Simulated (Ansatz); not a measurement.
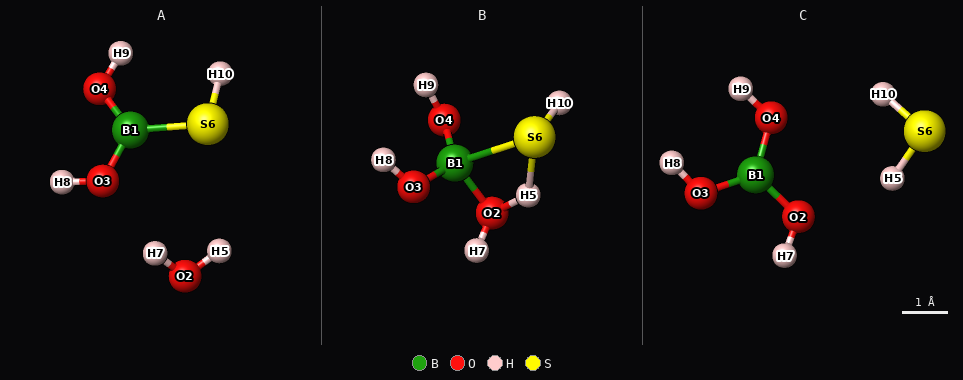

Three geometries of BH$_{5}$SO$_{3}$: a saddle point and the two minima that it joins, in shuffled order. A ball-and-stick model, seen from a free direction. Sticks join atoms that are closer than about 1.2 times the sum of their covalent radii (a little more with hydrogen).

Stationary points at PBE0-D4/def2-TZVP, single-point energies with CCSD(T)/CBS (def2-TZVPP where no basis is named; Ansatz 0.2.0). The energies are electronic, without zero-point or thermal terms, and both ends are the minima reached downhill from the saddle, with any fragments still in contact. CCSD(T)/CBS stands for a frozen-core estimate: MP2 correlation extrapolated from def2-TZVPP and def2-QZVPP, CCSD(T) minus MP2 from the smaller set.

Question: Which frame is the transition state, what reaction does it lead through, and what barrier is to be expected?

Answer: Frame B is the saddle point. Counted by bonded pieces, C holds BH₃O₃ + H₂S and A holds BH₃SO₂ + H₂O. From C over the saddle to A, bonds form: B1–S6 (4.02 → 2.26 → 1.83 Å), O2–H5 (2.36 → 1.17 → 0.96 Å). Bonds break: B1–O2 (1.36 → 1.52 → 3.58 Å), H5–S6 (1.34 → 1.70 → 3.11 Å). The saddle has one imaginary mode, 955i cm⁻¹. With CCSD(T)/CBS the barrier is 151.7 kJ/mol from C and 104.0 kJ/mol from A, and A lies 47.7 kJ/mol above C.
